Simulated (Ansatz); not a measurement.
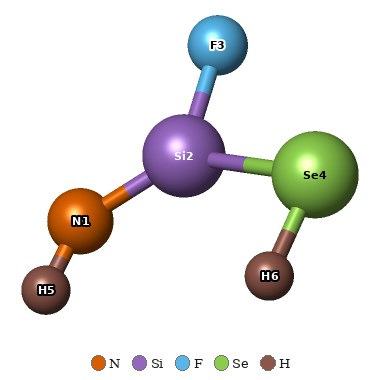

The system is FH₂NSeSi (SMILES N=[Si](F)[SeH]) with the probe Cl-; the picture shows it without the atoms that are moved over the map. 
- The probe is moved over a plane parallel to the molecule's main plane, 2.70 Å above it.
- Coordinates scanned: (1) x of the probe's Cl atom; (2) y of the probe's Cl atom.
- Nothing is relaxed (molecule and probe rigid).
- The grid has 15 × 15 points.
- All energies are given in kJ/mol relative to molecule and probe far apart, each relaxed in its own basis (no counterpoise correction).
- Level of theory: RHF/def2-SVPD in Ansatz.

Range: x of the probe's Cl atom from −3.36 to 3.36 Å; y of the probe's Cl atom from −3.36 to 3.36 Å.

Q: What landscape does the calculation give?

A: The lowest grid point is at x of the probe's Cl atom = 0.00 Å, y of the probe's Cl atom = 0.00 Å [nearest 1 Si at 2.71 Å], −63 kJ/mol from molecule and probe far apart, each relaxed in its own basis (no counterpoise correction). The energy also falls towards the edge at x of the probe's Cl atom = 1.92 Å, y of the probe's Cl atom = −3.36 Å [nearest 1 H at 3.04 Å] (21 kJ/mol above the lowest), where a further well may lie outside the range. The highest grid point, x of the probe's Cl atom = 1.92 Å, y of the probe's Cl atom = −0.48 Å [nearest 1 Se at 2.70 Å], lies 129 kJ/mol above the lowest. Near the minimum the curvatures are about 0.79 and 1.3 eV/Å² along the soft and the stiff direction.

```
y of the probe's Cl atom ↓, x of the probe's Cl atom →  −3.36  −2.88  −2.40  −1.92  −1.44  −0.96  −0.48  0.00  0.48  0.96  1.44  1.92  2.40  2.88  3.36
                                                  3.36     16     15     13     12     10      8      6     3    −1    −4    −7    −9   −10   −10   −10
                                                  2.88     17     15     13     11     10      8      6     2    −3    −8   −11   −13   −14   −14   −13
                                                  2.40     18     16     13     11      9      7      5     0    −6   −12   −16   −18   −18   −17   −16
                                                  1.92     20     17     13      9      5      3     −1    −6   −13   −19   −21   −21   −20   −19   −18
                                                  1.44     22     19     14      8      0     −8    −15   −22   −26   −26   −22   −18   −16   −16   −18
                                                  0.96     25     23     18      9     −5    −22    −36   −44   −41   −29   −13    −3    −2    −7   −13
                                                  0.48     29     29     26     17     −2    −28    −52   −62   −50   −22     8    25    23     9    −6
                                                  0.00     33     36     38     32     13    −19    −51   −63   −47    −7    34    54    48    25     1
                                                 −0.48     34     41     47     48     33      1    −34   −50   −35     5    47    66    56    28     0
                                                 −0.96     32     40     49     54     45     18    −15   −33   −25     5    38    53    42    17    −8
                                                 −1.44     26     32     40     45     40     20     −7   −24   −23    −6    15    24    15    −3   −19
                                                 −1.92     19     22     26     28     23      9    −10   −25   −28   −21   −11    −6   −11   −21   −30
                                                 −2.40     11     10     11      9      5     −5    −18   −29   −34   −33   −29   −28   −30   −34   −36
                                                 −2.88      4      2     −1     −4     −9    −16    −24   −32   −37   −39   −39   −39   −39   −39   −39
                                                 −3.36     −1     −4     −7    −11    −16    −21    −27   −33   −37   −40   −42   −42   −41   −40   −38
```

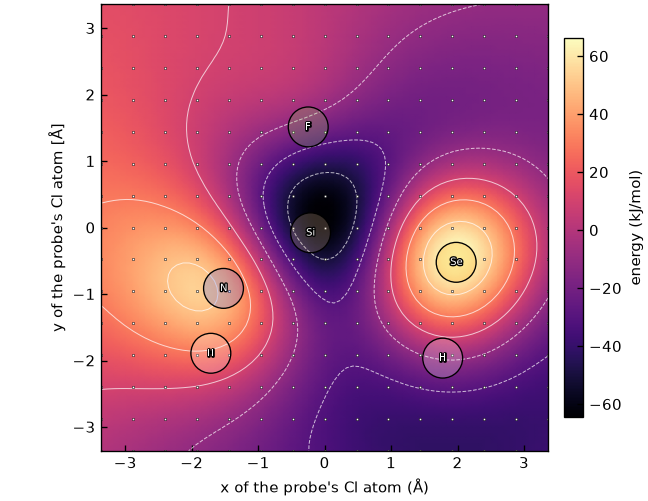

In the figure: a smooth colour map with a few white contour lines, dots at the grid points, labelled circles for the molecule's atoms, projected on the plane. Between grid points the surface is interpolated.

The whole map (225 points run) took 47 min on 1 thread of Arm Neoverse N1, on a shared host.
